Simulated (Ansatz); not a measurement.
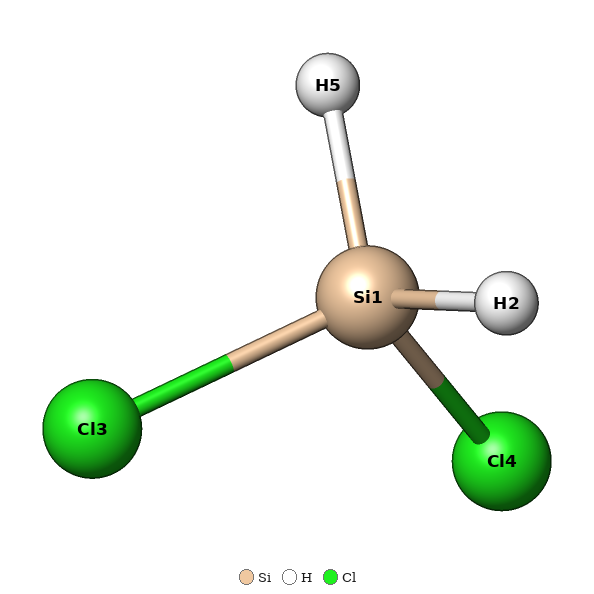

Harmonic vibrations computed with RKS PBE0-D4/def2-TZVP (Ansatz 0.2.0) at a stationary point of the same level.

**Is this a minimum or a saddle point?**

A minimum: no imaginary frequency, and the lowest mode lies at 185 cm⁻¹.

**How many vibrational modes are there, and where do they lie?**

9 modes: 185, 529, 592, 593, 706, 870, 951, 2272, 2286 cm⁻¹.
